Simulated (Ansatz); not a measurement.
A relaxed structure of SiRu. Space group P2₁3 (No. 198), AFLOW prototype AB_cP8_198_a_a (B20, as in FeSi). These are r2SCAN (plane waves to 500 eV, PAW, scalar-relativistic; Ansatz, a program for electronic structure) values and carry that method's errors.

```xyz
8
Lattice="4.7047 0.0000 0.0000 0.0000 4.7047 0.0000 0.0000 0.0000 4.7047" Properties=species:S:1:pos:R:3 pbc="T T T"
Ru     0.6089     0.6089     0.6089
Ru     2.9612     1.7435     4.0959
Ru     4.0959     2.9612     1.7435
Ru     1.7435     4.0959     2.9612
Si     3.9407     3.9407     3.9407
Si     1.5884     3.1164     0.7640
Si     0.7640     1.5884     3.1164
Si     3.1164     0.7640     1.5884
```

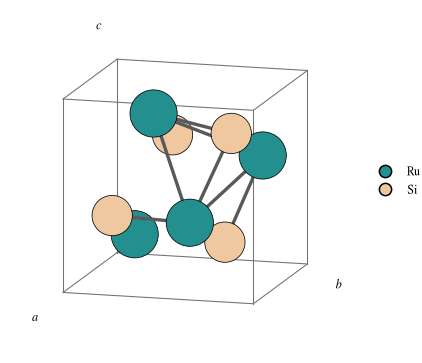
Figure: The conventional cell of the relaxed structure

```json
{
  "volume_per_atom": "13.02 Å³",
  "band_gap": "0.31 eV, indirect (valence top at k = (0, 0, 0.2), conduction bottom at k = (0, 0.2, 0.3)) (no spin-orbit coupling)",
  "smallest_direct_gap": "0.42 eV at k = (0, 0.1, 0.4)",
  "shortest_distances": "Ru–Si 2.38 Å; Ru–Ru 2.88 Å; Si–Si 2.92 Å",
  "k-mesh": "10×10×10"
}
```

Band energies at high-symmetry points (eV from the VBM; labels of this space group; no spin-orbit coupling), from −5 eV up to 3.9 eV:

```json
[
 {"point": "Γ", "energies": "-4.86 -4.77 -4.77 -4.77 -3.86 -3.86 -3.85 -3.85 -3.85 -2.52 -2.52 -2.52 -0.54 -0.54 -0.54 -0.37 -0.37 1.17 1.17 1.17 3.44 3.44 3.44"},
 {"point": "X", "energies": "-4.67 -4.67 -3.92 -3.92 -3.79 -3.79 -3.13 -3.13 -2.77 -2.77 -2.21 -2.21 -0.99 -0.99 -0.16 -0.16 0.38 0.38 2.50 2.50 3.04 3.04"},
 {"point": "M", "energies": "-4.74 -4.74 -4.68 -4.68 -2.90 -2.90 -2.83 -2.83 -2.47 -2.47 -2.20 -2.20 -1.75 -1.75 -0.92 -0.92 1.14 1.14 1.70 1.70 3.58 3.58"},
 {"point": "R", "energies": "-4.27 -4.27 -4.27 -4.27 -4.19 -4.19 -4.19 -4.19 -1.58 -1.58 -1.58 -1.58 -1.16 -1.16 -1.16 -1.16 0.82 0.82 0.82 0.82"},
 {"point": "X1", "energies": "-4.67 -4.67 -3.92 -3.92 -3.79 -3.79 -3.13 -3.13 -2.77 -2.77 -2.21 -2.21 -0.99 -0.99 -0.16 -0.16 0.38 0.38 2.50 2.50 3.04 3.04"}
]
```

No spin polarisation in the result.

The run could not lose the symmetry of its start; a randomly shaken copy of 8 atoms returns to this structure.

The first start was generated by placing the elements on the sites of a structure type. Materials Project lists a structure of SiRu in the same space group, P2₁3 (No. 198); the sites were not compared with it, nor with measured phases.
